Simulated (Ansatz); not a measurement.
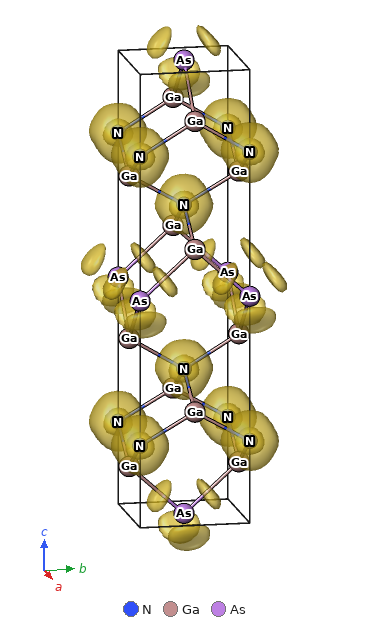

*Ga3AsN2. Isosurface of the ELF at 0.7 (yellow), seen slightly off an axis. Only the valence region is drawn (cores and ρ < 0.01 e/Å³ removed). Sticks mark near contacts.*

Space group I-4m2; started from the ordered alloy on zincblende lattice prototype, which need not be the ambient phase; computed pressure about 5 GPa in this cell.

Method: DFT, PBE with spin-orbit coupling, plane waves, PAW in Ansatz.

Core electrons are frozen (PAW), and the valence fields are smoothed inside the atomic spheres.

**What do the ELF domains correspond to?**

At this value the surface marks out eight regions between bonded As–Ga atoms (shared pairs) and four regions wrapped around N (the valence shell of each), counted in one cell of 12 atoms. Regions shared between cells count once. Along the contacts the grid gives the following. Ga–N (2.00 Å): the ELF peaks at about 0.85 in the valence shell of N, 0.7 Å from its nucleus, and is about 0.45 at the midpoint. Ga–As (2.34 Å): the ELF peaks at about 0.75 between the atoms: localised, covalent bonding.
